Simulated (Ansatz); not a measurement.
```xyz
5

Ge    0.1562    0.0011   -0.8335
H     0.9078    0.0008    1.1672
H     1.5219   -0.0026    0.6874
H    -0.6542    1.1526   -0.0572
H    -0.6558   -1.1520   -0.0613
```

These are results of Ansatz, RKS BLYP-D4/def2-TZVP, not measurements.

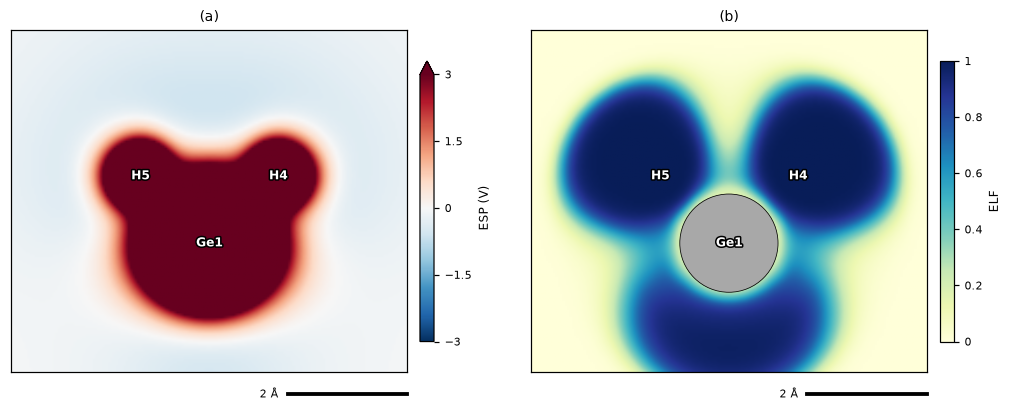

GeH₂···H₂. (a) electrostatic potential; (b) electron localisation function on the plane of atoms H4, Ge1 and H5. Grey discs cover the atomic cores in the ELF map.

What do the fields say about this system?

Answer. Atoms in the plane: Ge and H.
Ge–H (1.61 Å): the ELF climbs to about 1 towards the hydrogen.
Outside the dense part of the complex the potential is most negative (−0.6 V) near H4 and H5.
